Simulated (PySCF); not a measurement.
```csv
atom,x (Å),y (Å),z (Å)
C,-2.1274,0.9549,-0.5747
C,-1.8281,-0.2258,0.2819
Cl,-3.2150,-1.0218,0.9501
C,-0.6188,-0.7243,0.5734
C,0.6535,-0.2405,0.1382
C,1.8725,-0.7525,0.5188
C,2.9813,-0.1039,-0.0772
C,2.5590,0.8248,-0.9560
S,0.8820,1.0643,-1.0138
H,-1.5520,1.8191,-0.2420
H,-3.1851,1.1992,-0.5347
H,-1.8536,0.7533,-1.6109
H,-0.5570,-1.5979,1.2101
H,1.9792,-1.5763,1.2030
H,4.0052,-0.3646,0.1119
```

Geometry: GFN2-xTB.

All numbers below come from UKS B3LYP, pcH-1 on C Cl H S, non-relativistic, mean-field spin-orbit, GIAO (PySCF).

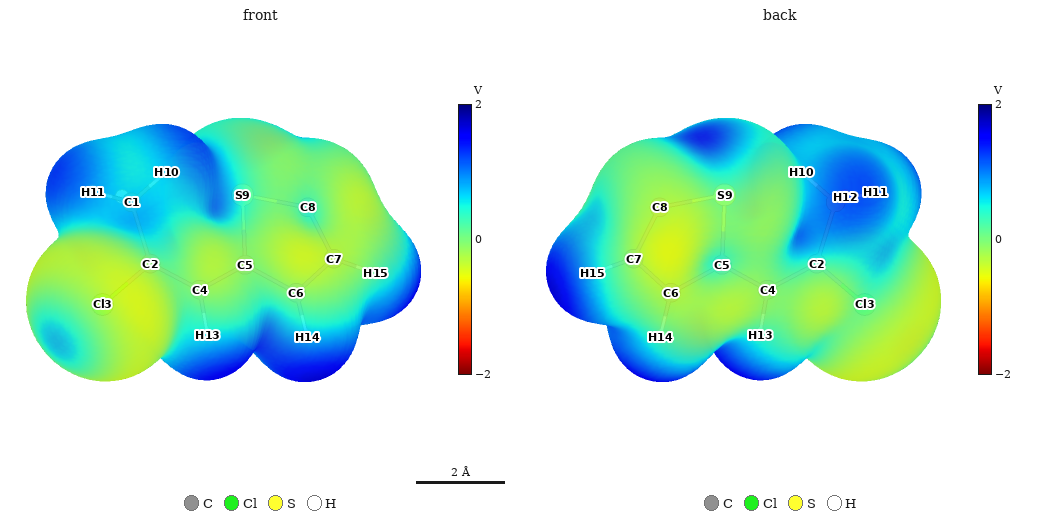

C7H6ClS (SMILES C/C(Cl)=C\c1cc[c]s1) (doublet). The molecular electrostatic potential painted on the density surface at 0.004 e/bohr³, seen from the front and from behind; red is negative and blue positive.

Which sites attract a positive test charge, and which a negative one?

Answer. A positive charge is drawn to the negative regions and a negative charge to the positive ones. The most negative region (about −0.5 V) lies over Cl3, C7 and C8, the most positive (about +1.6 V) over H14 and H15. Cl3 shows a σ-hole: about +0.7 V at the tip opposite its bond, against about −0.4 V on its flanks.
